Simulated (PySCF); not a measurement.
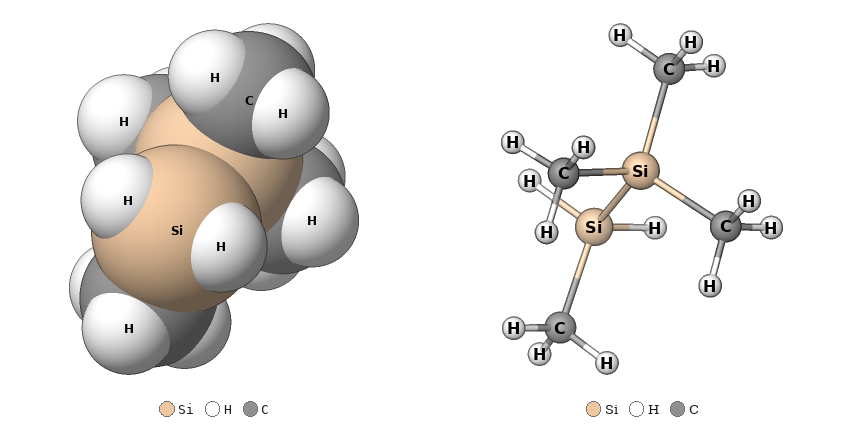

The same structure drawn twice, from different directions.

Computed geometry: PBE0-D3(BJ)/def2-SVP optimisation. No frequency run is at hand to confirm it as a minimum.

Give the formula.

C₄H₁₄Si₂, 20 atoms: 4 carbon, 14 hydrogen and 2 silicon.

What is its SMILES?

C[SiH2][Si](C)(C)C

How many bonds of each kind are drawn?

12 C–H, 4 C–Si, 2 Si–H, 1 Si–Si.

Describe its rings.

It has no ring.

Name some functional groups or characteristic bonds that it holds.

Among them: Si–H bond.

The parts below concern this one geometry. Atoms keep their numbers from picture to picture.

**Geometry**

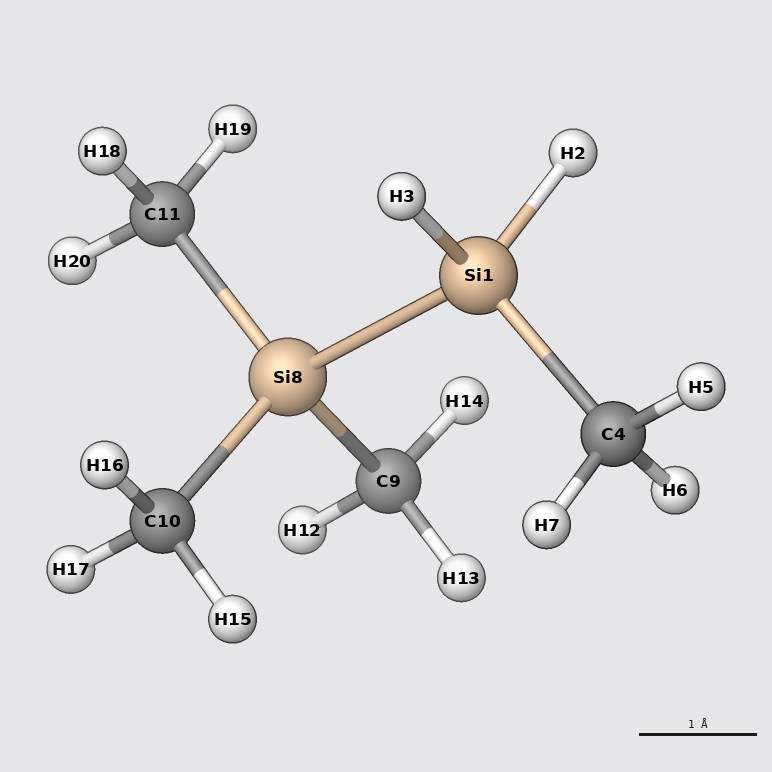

Numbered structure. No frequency run is at hand to confirm it as a minimum.

Describe the coordination of atom 4.

C4 has 4 neighbours (Si1 at 1.89, H5 at 1.10, H6 at 1.10, H7 at 1.10 Å); the arrangement is tetrahedral.

Describe the coordination of atom 10.

C10 has 4 neighbours (Si8 at 1.89, H15 at 1.10, H16 at 1.10, H17 at 1.10 Å); the arrangement is tetrahedral.

How are the neighbours of atom 11 arranged?

C11 has 4 neighbours (Si8 at 1.89, H18 at 1.10, H19 at 1.10, H20 at 1.10 Å); the arrangement is tetrahedral.

How are the neighbours of atom 1 arranged?

Si1 has 4 neighbours (H2 at 1.50, H3 at 1.50, C4 at 1.89, Si8 at 2.35 Å); the arrangement is tetrahedral.

What is the dihedral angle C4–Si1–Si8–C10?

62° in size, that is gauche.

**Electronic properties**

No frequency run is at hand to confirm it as a minimum. Method: ωB97X-D/pcSseg-1, gas phase (PySCF 2.14.0).

Computed properties:

- dipole moment: 0.89 D
- HOMO energy (Kohn–Sham orbital): −9.12 eV
- LUMO energy (Kohn–Sham orbital): 2.31 eV
- HOMO–LUMO gap: 11.43 eV

**NMR shielding**

The questions are on isotropic NMR shieldings of the Si atoms. No frequency run is at hand to confirm it as a minimum. Method: GIAO ωB97X-D/pcSseg-1 NMR shielding, non-relativistic, gas phase (PySCF 2.14.0).

Give the isotropic NMR shieldings of the Si atoms atom by atom.

```csv
atom,σ (ppm)
Si1,422.5
Si8,371.1
```

**Polarisability**

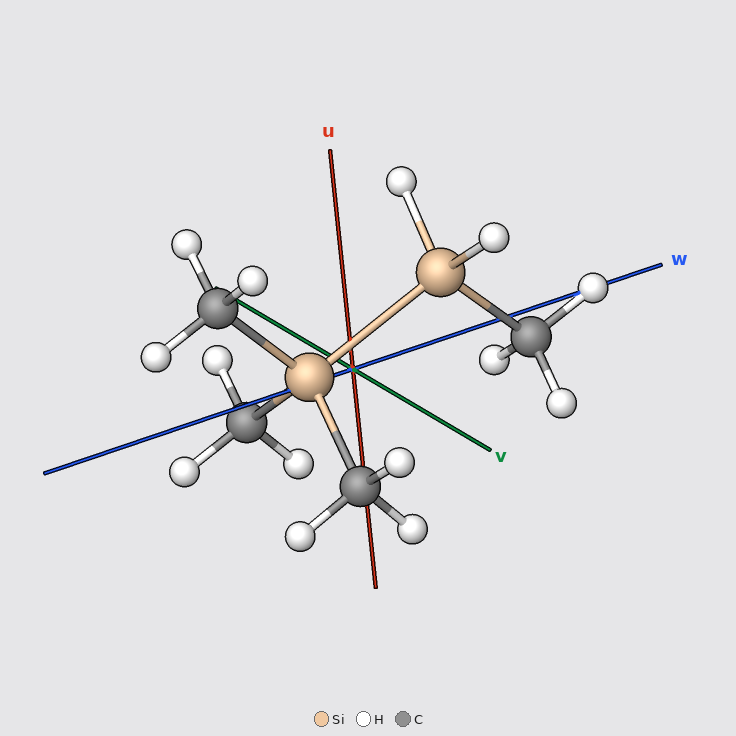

The lines u, v and w are the principal axes of the static dipole polarisability. No frequency run is at hand to confirm it as a minimum. Method: ωB97X-D/def2-SVPD (PySCF 2.14.0).

Along which axis is the molecule most polarisable, and along which least?

Most along w, least along v.

Give the three principal values.

u 104.0, v 99.7, w 117.0 bohr³; mean 106.9, anisotropy 15.7 bohr³.
